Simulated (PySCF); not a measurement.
Input

```
{"job": {"kind": "nmr", "xc": "PBE0", "basis": "pcSseg-1"}, "charge": 0, "multiplicity": 1}
C     -4.050207    -0.058134    -0.777028
O     -2.666923     0.233398    -0.641147
C     -1.884550    -0.730971    -0.177157
O     -2.259005    -1.838374     0.127190
C     -0.456607    -0.301726    -0.077365
C      0.504503    -1.219002     0.365398
C      1.803574    -0.767680     0.435812
C      2.059037     0.557792     0.064067
Si     3.784666     1.340218     0.105325
N      1.076260     1.355260    -0.341316
N     -0.147947     0.942489    -0.411696
H     -4.575570     0.225065     0.137650
H     -4.413679     0.534694    -1.613779
H     -4.197619    -1.124489    -0.961884
H      0.207177    -2.222153     0.631451
H      2.609226    -1.406465     0.767182
H      3.669604     2.732491    -0.298528
H      4.290356     1.191925     1.473738
H      4.637900     0.564913    -0.800212
```

Command:

```sh
OMP_NUM_THREADS=1 python probes_run.py task.json out
```

Geometry: GFN2-xTB.

Method: PBE0/pcSseg-1, SCF density, gas phase, non-relativistic in PySCF.

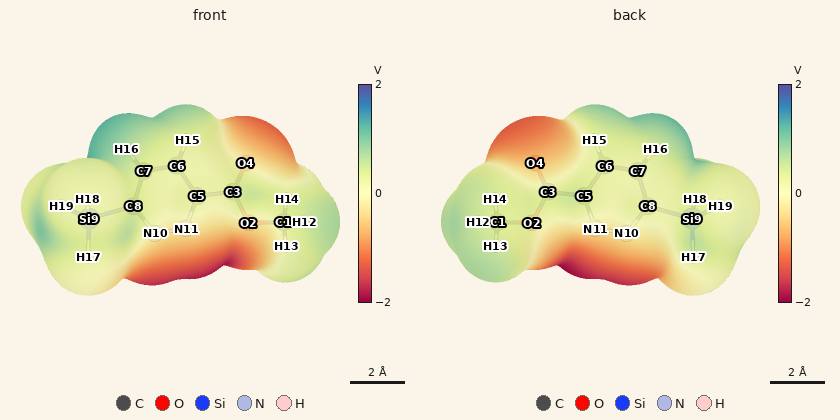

C6H8N2O2Si. The electrostatic potential painted on the density surface at 0.001 e/bohr³, seen from the front and from behind; the colour scale runs from red (negative) to blue (positive).

### Which sites attract a positive test charge, and which a negative one?

A positive charge is drawn to the negative regions and a negative charge to the positive ones. The most negative region (about −1.9 V, or −44 kcal/mol for a unit charge) lies over O2 and N11, the most positive (about +1.2 V, or +28 kcal/mol for a unit charge) over Si9 and H16.
